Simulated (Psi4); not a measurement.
# C2H5N (ethanimine): B3LYP/6-311+G(d,p)

What is the vertical ionisation energy of C2H5N (ethanimine) at B3LYP/6-311+G**? 

Program for the calculation: Psi4 1.11.

1 further run of the same task is left out (set aside as unsound or not needed).

### Step 1. Starting point

C2H5N has 8 atoms, charge 0, and is taken as a singlet. SMILES: `[H]/N=C\C`. The shape is that of a PBE0-D4/def2-TZVP optimisation.

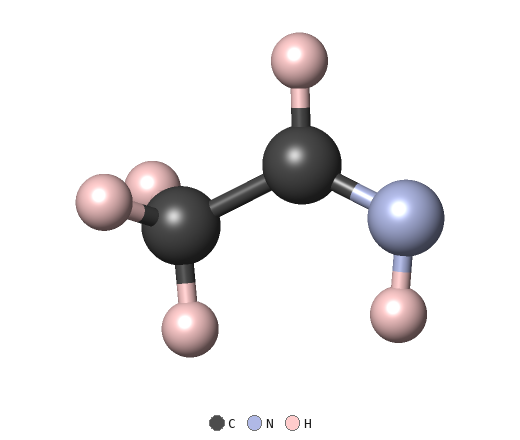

The structure, seen from a chosen angle (carbon dark grey, nitrogen light blue, hydrogen pink).

### Step 2. Energy and forces at B3LYP/6-311+G(d,p)

File calc.dat:

```
memory 1600 mb

molecule system {
  C
  C 1 r2
  N 2 r3 1 a3
  H 1 r4 2 a4 3 d4
  H 1 r5 4 a5 2 d5
  H 1 r6 5 a6 4 d6
  H 2 r7 3 a7 1 d7
  H 3 r8 2 a8 7 d8

  r2 = 1.492988
  r3 = 1.262952
  a3 = 127.92095
  r4 = 1.094318
  a4 = 110.26927
  d4 = -121.22482
  r5 = 1.091755
  a5 = 108.9507
  d5 = -122.82095
  r6 = 1.094318
  a6 = 108.94892
  d6 = 115.97833
  r7 = 1.095477
  a7 = 116.61406
  d7 = 179.99671
  r8 = 1.022791
  a8 = 110.55004
  d8 = 179.99746
  symmetry c1
}

set basis 6-311+G**
set puream true
set e_convergence 1e-09
set d_convergence 1e-08
set scf_type pk
set dft_radial_points 99
set dft_spherical_points 590

energy_value, wavefunction = gradient("b3lyp", return_wfn=True)
```

The run is started by

```bash
$ psi4 calc.dat calc.out -n 1
```

calc.out, cut to the lines that bear on the results:

```text
[...]
  Running in c1 symmetry.
[...]
  Nuclear repulsion =   71.159672069406767
[...]
  Multiplicity = 1
[...]
  Nalpha       = 12
  Nbeta        = 12
[...]
    Number of basis functions: 96
[...]
   @RKS iter   1:  -133.60305077480595   -2.33869e-01   9.40439e-03 DIIS/ADIIS
[...]
   @RKS iter  11:  -133.99724499846516   -6.53699e-12   6.17684e-09 DIIS
[...]
    Orbital Energies [Eh]
    ---------------------
    Doubly Occupied:
       1A    -14.302371     2A    -10.222574     3A    -10.184425
       4A     -0.914996     5A     -0.745427     6A     -0.598237
       7A     -0.474333     8A     -0.457795     9A     -0.440584
      10A     -0.391762    11A     -0.320692    12A     -0.270767
[...]
  @RKS Final Energy:  -133.99724499846516
   => Energetics <=
    Nuclear Repulsion Energy =             71.1596720694067670
    One-Electron Energy =                -320.2461763718633847
    Two-Electron Energy =                 130.9684371503831812
    DFT Exchange-Correlation Energy =     -15.8791778463917161
    Empirical Dispersion Energy =           0.0000000000000000
    VV10 Nonlocal Energy =                  0.0000000000000000
    Total Energy =                       -133.9972449984651348
[...]
 Multipole Moments:
 ------------------------------------------------------------------------------------
     Multipole            Electronic (a.u.)      Nuclear  (a.u.)        Total (a.u.)
 ------------------------------------------------------------------------------------
 L = 1.  Multiply by 2.5417464519 to convert [e a0] to [Debye]
 Dipole X            :          0.0000145           -0.0000014            0.0000130
 Dipole Y            :         -0.6055932            0.8349790            0.2293858
 Dipole Z            :          2.2767858           -3.3138735           -1.0370878
 Magnitude           :                                                    1.0621529
[...]
  -Total Gradient:
     Atom            X                  Y                   Z
    ------   -----------------  -----------------  -----------------
       1        0.000000163446    -0.000732266861     0.004879800561
       2        0.000009971819    -0.006892190103    -0.000490167928
       3       -0.000001849497     0.005581940572    -0.006406769942
       4       -0.000588604359    -0.000180470273     0.000503512636
       5       -0.000003264659     0.000538300374     0.000685887100
       6        0.000587616568    -0.000181615131     0.000498451995
       7       -0.000004126858    -0.000099913601    -0.000033857972
       8        0.000000094343     0.001966498395     0.000361366654
[...]
```

Run time: 29 s. Hardware: 1 thread of AMD EPYC 7R43 (Zen 3), shared host; peak memory 0.77 GiB.

### Step 3. The doublet cation: a single-point energy at UB3LYP/6-311+G(d,p)

File input.inp:

```
memory 1600 mb

molecule molecule1 {
  1 2
  C     -0.471200     0.591900    -0.316000
  C      0.663100    -0.171000     0.284300
  N      0.697800    -1.395000     0.593600
  H     -0.168400     1.032800    -1.270700
  H     -1.342300    -0.045400    -0.480200
  H     -0.756700     1.422800     0.336400
  H      1.571900     0.409700     0.476500
  H     -0.194200    -1.845700     0.376100
  units angstrom
  symmetry c1
  no_reorient
  no_com
}

set {
  basis 6-311+G**
  reference uks
  puream true
  e_convergence 1e-09
  d_convergence 1e-08
  scf_type pk
  dft_radial_points 99
  dft_spherical_points 590
  maxiter 100
}

energy("b3lyp")
print_variables()
```

The run is started by

```bash
$ psi4 -i input.inp -o input.out -n 1
```

input.out, cut to the lines that bear on the results:

```text
[...]
  Running in c1 symmetry.
[...]
  Nuclear repulsion =   71.159683989324563
[...]
  Multiplicity = 2
[...]
  Nalpha       = 12
  Nbeta        = 11
[...]
    Number of basis functions: 96
[...]
   @UKS iter   1:  -133.41835155051663   -4.91687e-02   6.85861e-03 ADIIS/DIIS
[...]
   @UKS iter  15:  -133.62472498894672   -6.53699e-13   2.17270e-09 DIIS
[...]
   @S^2 Observed:                7.585229036E-01
[...]
    Orbital Energies [Eh]
    ---------------------
    Alpha Occupied:
       1A    -14.680367     2A    -10.528448     3A    -10.431243
       4A     -1.247866     5A     -1.008557     6A     -0.896185
       7A     -0.764004     8A     -0.760316     9A     -0.688963
      10A     -0.640483    11A     -0.624124    12A     -0.619522
    Alpha Virtual:
      13A     -0.301067    14A     -0.181338    15A     -0.156261
      16A     -0.131553    17A     -0.112158    18A     -0.103515
      19A     -0.081924    20A     -0.073860    21A     -0.068856
      22A     -0.059228    23A     -0.049524    24A     -0.024821
      25A     -0.010545    26A      0.013259    27A      0.020487
[...]
  @UKS Final Energy:  -133.62472498894672
   => Energetics <=
    Nuclear Repulsion Energy =             71.1596839893245630
    One-Electron Energy =                -313.3633009471748210
    Two-Electron Energy =                 124.1822411265223707
    DFT Exchange-Correlation Energy =     -15.6033491576188243
    Empirical Dispersion Energy =           0.0000000000000000
    VV10 Nonlocal Energy =                  0.0000000000000000
    Total Energy =                       -133.6247249889467241
[...]
 Multipole Moments:
 ------------------------------------------------------------------------------------
     Multipole            Electronic (a.u.)      Nuclear  (a.u.)        Total (a.u.)
 ------------------------------------------------------------------------------------
 L = 1.  Multiply by 2.5417464519 to convert [e a0] to [Debye]
 Dipole X            :         -9.4388866            9.7250976            0.2862109
 Dipole Y            :         11.3595576          -11.8398901           -0.4803324
 Dipole Z            :         -6.2097445            6.4309270            0.2211825
 Magnitude           :                                                    0.6012966
[...]
```

Run time: 56 s. Hardware: 1 thread of AMD EPYC 7R43 (Zen 3), shared host; peak memory 0.77 GiB.

### Step 4. Outcome

At B3LYP/6-311+G**:

| quantity | value |
| --- | --- |
| singlet C2H5N: total energy | -133.99724 Eh |
| singlet C2H5N: dipole moment | 2.70 D |
| singlet C2H5N: HOMO energy | -7.37 eV |
| singlet C2H5N: LUMO energy | -0.37 eV |
| singlet C2H5N: HOMO–LUMO gap | 7.00 eV |
| singlet C2H5N: largest force on an atom | 0.437 eV/Å |
| doublet cation: total energy | -133.62472 Eh |
| doublet cation: HOMO energy (highest over α and β) | -16.46 eV |
| doublet cation: LUMO energy (lowest over α and β) | -12.89 eV |
| doublet cation: ⟨S²⟩ | 0.759 |
| vertical ionisation energy (to the doublet cation) | 10.137 eV |

What this shows: The vertical ionisation energy comes to 10.14 eV (234 kcal/mol). The largest force (singlet C2H5N) is 0.44 eV/Å: the shape isn't a stationary point for this species at this level. The negative HOMO energy of the first species, 7.37 eV, lies 2.77 eV below that difference.
